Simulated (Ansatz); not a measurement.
```xyz
9

V    -0.0042   -0.0004   -0.2883
N     0.0190    0.0020    1.3089
H     0.0340    0.0037    2.3269
O     1.5961    0.4220   -0.8804
H     2.3347    0.6149   -0.2945
O    -1.1833    1.1803   -0.8411
H    -1.7060    1.7172   -0.2374
O    -0.4501   -1.6062   -0.8475
H    -0.6402   -2.3334   -0.2466
```

Geometry: PBE0-D4/def2-SVP.

All numbers below come from Ansatz 0.2.0, RKS PBE0-D4/def2-TZVP.

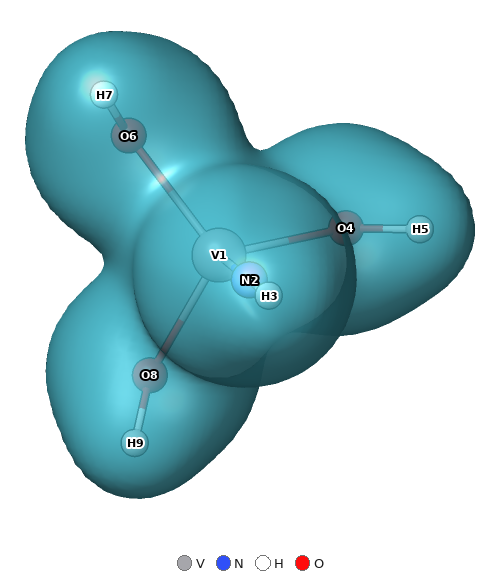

H4NO3V. Isosurface of the electron density at 0.1 e/Å³ (cyan), seen at a tilt.

Q: How is the density connected at this value?

A: At this value the surface is in one piece. It bridges the sampled V–N (1.60 Å), V–O (1.76 Å), O–H (0.96 Å) and N–H (1.02 Å) contacts, where the density stays above the isovalue. On the grid the lowest density along these lines, outside the cores, is 1.7 e/Å³ (V–N, 1.60 Å), 1.1 e/Å³ (V–O, 1.76 Å), 2.4 e/Å³ (O–H, 0.96 Å) and 2.2 e/Å³ (N–H, 1.02 Å).
